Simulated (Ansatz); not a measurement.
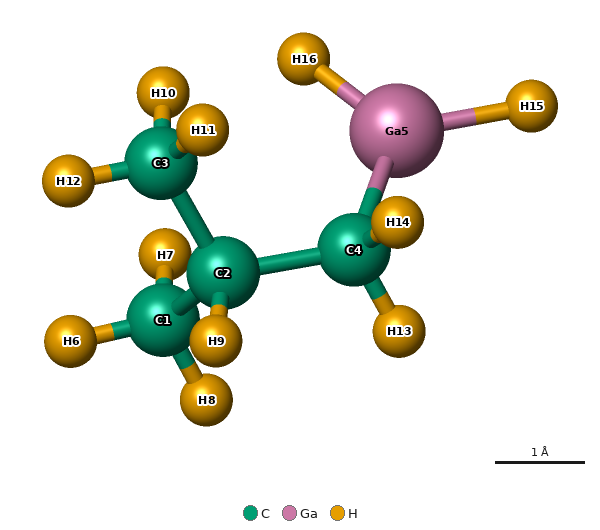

Fig. 1: The structure as given in the input (ball-and-stick view, seen at a tilt; atoms are numbered from 1 in the order of the input). Sticks mark near contacts.

# C4H11Ga: a changed input and its effect

System: C4H11Ga.
Method of run 1: RKS r2SCAN-D4/def2-TZVPP (Ansatz 0.2.0).

The geometry comes from this level: PBE0-D4/def2-TZVP. Text and figures count atoms from 1; the logs count them from 0 in places.

**Input file, run 1**
```yaml
crystal:
  periodic: [false, false, false]
  atoms:
    - {symbol: C, position_ang: [0.936925, 0.531199, -1.228167]}
    - {symbol: C, position_ang: [0.490165, -0.600803, -0.314825]}
    - {symbol: C, position_ang: [-0.847571, -1.168115, -0.766386]}
    - {symbol: C, position_ang: [0.441977, -0.154251, 1.144124]}
    - {symbol: Ga, position_ang: [-0.812707, 1.297252, 1.623297]}
    - {symbol: H, position_ang: [1.026615, 0.195151, -2.264460]}
    - {symbol: H, position_ang: [0.213483, 1.353469, -1.211209]}
    - {symbol: H, position_ang: [1.907486, 0.930266, -0.920633]}
    - {symbol: H, position_ang: [1.234364, -1.404985, -0.398668]}
    - {symbol: H, position_ang: [-1.627337, -0.399521, -0.732443]}
    - {symbol: H, position_ang: [-1.163653, -1.996925, -0.126909]}
    - {symbol: H, position_ang: [-0.797318, -1.538444, -1.793582]}
    - {symbol: H, position_ang: [1.433719, 0.177520, 1.478773]}
    - {symbol: H, position_ang: [0.193431, -1.000405, 1.798120]}
    - {symbol: H, position_ang: [-0.870942, 1.766299, 3.126762]}
    - {symbol: H, position_ang: [-1.758636, 2.012293, 0.586218]}
basis:
  gaussian: {orbitals: def2-TZVPP}
hamiltonian: {xc: r2scan, dispersion: d4}
output: {forces: true, orbitals: {seedname: orbitals}}
```

Launched with:
```bash
ansatz run in.yaml --threads 4 --pin off --events-out ev --progress --plain --max-ram 10444MiB
```

Hardware: 4 threads of Arm Neoverse V2, 23 GiB of memory available, shared host.

**Output (run 1)**
```
Functional definition: r2SCAN
  parameter k0 = 0.174
  parameter k1 = 0.065
  parameter a1 = 4.9479
  exchange = r2scan_x(k0 = k0, k1 = k1, a1 = a1)
  correlation = r2scan_c
1737 factors; their error is unknown
mean field evaluation 1: about -56686.1593 eV, gradient 8.8e1 eV
mean field evaluation 2: about -56603.7001 eV, gradient 1.7e2 eV
mean field evaluation 4: about -56703.5722 eV, gradient 1.0e1 eV
mean field evaluation 8: about -56703.8624 eV, gradient 3.0e-1 eV
mean field evaluation 16: about -56703.8116 eV, gradient 1.3e-2 eV
mean field -56703.81159392 eV, -2083.8266408525 hartree, gradient 5.7e-5 eV, S^2 0.000000; 0 other end points of the search recorded, 0 dependent functions left out
the calculation of the forces begins
reference -56703.81160913 eV, -2083.8266414117 hartree; 33, 33 occupied and 293, 293 virtual orbitals, 1737 factors
Total energy: -56703.90357658 eV, -2083.8300211530 hartree
Atom 0 at     0.936925     0.531199    -1.228167 Å, force     0.052895     0.106461    -0.094648 eV/Å
Atom 1 at     0.490165    -0.600803    -0.314825 Å, force     0.076153    -0.085462    -0.017256 eV/Å
Atom 2 at    -0.847571    -1.168115    -0.766386 Å, force    -0.128835    -0.063419    -0.046593 eV/Å
Atom 3 at     0.441977    -0.154251     1.144124 Å, force    -0.032370     0.071621     0.127403 eV/Å
Atom 4 at    -0.812707     1.297252     1.623297 Å, force    -0.065858     0.073770     0.020807 eV/Å
Atom 5 at     1.026615     0.195151    -2.264460 Å, force    -0.002548     0.005340     0.011486 eV/Å
Atom 6 at     0.213483     1.353469    -1.211209 Å, force     0.002932    -0.013050     0.007156 eV/Å
Atom 7 at     1.907486     0.930266    -0.920633 Å, force    -0.011880    -0.001735    -0.002882 eV/Å
Atom 8 at     1.234364    -1.404985    -0.398668 Å, force     0.011881    -0.013723    -0.002703 eV/Å
Atom 9 at    -1.627337    -0.399521    -0.732443 Å, force     0.014938    -0.003270     0.003840 eV/Å
Atom 10 at    -1.163653    -1.996925    -0.126909 Å, force     0.000180     0.010563    -0.005990 eV/Å
Atom 11 at    -0.797318    -1.538444    -1.793582 Å, force    -0.000808     0.005217     0.010552 eV/Å
Atom 12 at     1.433719     0.177520     1.478773 Å, force     0.003435     0.000178     0.006899 eV/Å
Atom 13 at     0.193431    -1.000405     1.798120 Å, force     0.001396    -0.002607     0.009170 eV/Å
Atom 14 at    -0.870942     1.766299     3.126762 Å, force     0.007669    -0.038455    -0.112958 eV/Å
Atom 15 at    -1.758636     2.012293     0.586218 Å, force     0.070820    -0.051427     0.085717 eV/Å
Dipole moment:     0.130953    -0.157500    -0.072554 e Å
```

The input of run 2 differs as follows (lines with − go, lines with + come):
```diff
-hamiltonian: {xc: r2scan, dispersion: d4}
+hamiltonian: {xc: pbe, dispersion: d4}
```

What does this change do to the results?

The total energies belong to different models, so their difference says nothing on which is more stable or more accurate. The largest force goes from 0.152 to 0.225 eV/Å. The HOMO goes from −6.53 to −6.29 eV. The LUMO goes from −1.87 to −2.14 eV. On the same kind of shared host run 2 took about 0.48 times as long.

**Output (run 2)**
```
Functional definition: PBE
  parameter kappa = 0.804
  parameter beta = 0.06672455060314922
  exchange = pbe_x(kappa = kappa, mu = beta*pi^2/3)
  correlation = pbe_c(beta = beta)
1737 factors; their error is unknown
mean field evaluation 1: about -56670.6597 eV, gradient 9.9e1 eV
mean field evaluation 2: about -56554.4576 eV, gradient 2.1e2 eV
mean field evaluation 4: about -56692.0670 eV, gradient 1.5e1 eV
mean field evaluation 8: about -56692.5315 eV, gradient 9.4e-2 eV
mean field evaluation 16: about -56692.4834 eV, gradient 4.3e-4 eV
mean field -56692.48338118 eV, -2083.4103367130 hartree, gradient 1.6e-5 eV, S^2 0.000000; 0 other end points of the search recorded, 0 dependent functions left out
the calculation of the forces begins
reference -56692.48343523 eV, -2083.4103386991 hartree; 33, 33 occupied and 293, 293 virtual orbitals, 1737 factors
Total energy: -56692.84310948 eV, -2083.4235564840 hartree
Atom 0 at     0.936925     0.531199    -1.228167 Å, force     0.035471     0.017248    -0.028474 eV/Å
Atom 1 at     0.490165    -0.600803    -0.314825 Å, force    -0.011882     0.013176     0.005232 eV/Å
Atom 2 at    -0.847571    -1.168115    -0.766386 Å, force    -0.025173    -0.037304    -0.011880 eV/Å
Atom 3 at     0.441977    -0.154251     1.144124 Å, force    -0.015030     0.019418     0.002093 eV/Å
Atom 4 at    -0.812707     1.297252     1.623297 Å, force    -0.056094     0.062825     0.018441 eV/Å
Atom 5 at     1.026615     0.195151    -2.264460 Å, force     0.019811    -0.056980    -0.208558 eV/Å
Atom 6 at     0.213483     1.353469    -1.211209 Å, force    -0.139537     0.164120     0.005468 eV/Å
Atom 7 at     1.907486     0.930266    -0.920633 Å, force     0.190027     0.086508     0.052086 eV/Å
Atom 8 at     1.234364    -1.404985    -0.398668 Å, force     0.153214    -0.164598    -0.011894 eV/Å
Atom 9 at    -1.627337    -0.399521    -0.732443 Å, force    -0.154525     0.148006     0.009599 eV/Å
Atom 10 at    -1.163653    -1.996925    -0.126909 Å, force    -0.072966    -0.163724     0.120034 eV/Å
Atom 11 at    -0.797318    -1.538444    -1.793582 Å, force     0.001047    -0.075917    -0.204416 eV/Å
Atom 12 at     1.433719     0.177520     1.478773 Å, force     0.185731     0.071391     0.079996 eV/Å
Atom 13 at     0.193431    -1.000405     1.798120 Å, force    -0.051162    -0.154444     0.142741 eV/Å
Atom 14 at    -0.870942     1.766299     3.126762 Å, force    -0.004803     0.027959     0.083512 eV/Å
Atom 15 at    -1.758636     2.012293     0.586218 Å, force    -0.054126     0.042316    -0.053981 eV/Å
Dipole moment:     0.132188    -0.158379    -0.070997 e Å
```

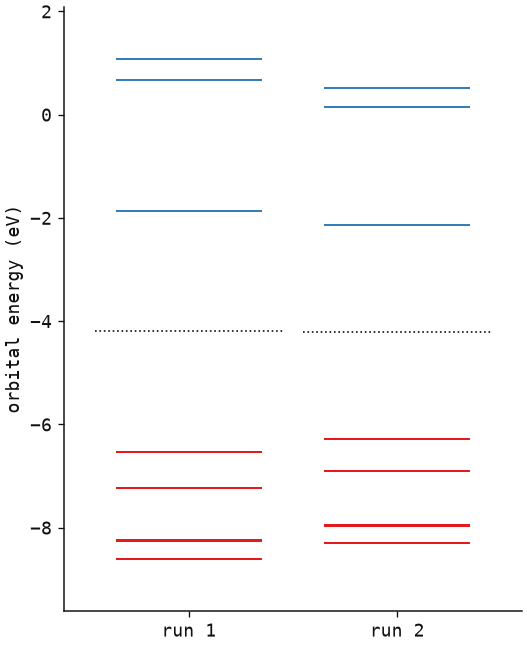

Fig. 2: The five highest filled and three lowest empty orbital energies of the two runs; the dotted lines part filled from empty levels. The HOMO–LUMO gap is 4.66 eV in run 1 and 4.15 eV in run 2.

**The two runs side by side**

| quantity | run 1 | run 2 |
| --- | --- | --- |
| outcome | converged | converged |
| total energy (hartree) | −2083.830021 | −2083.423556 |
| HOMO (eV) | −6.53 | −6.29 |
| LUMO (eV) | −1.87 | −2.14 |
| dipole moment (D) | 1.04 | 1.05 |
| largest force (eV/Å) | 0.152 | 0.225 |
| basis functions | 326 | 326 |
| wall time (shared host) | 7.5 s | 3.6 s |
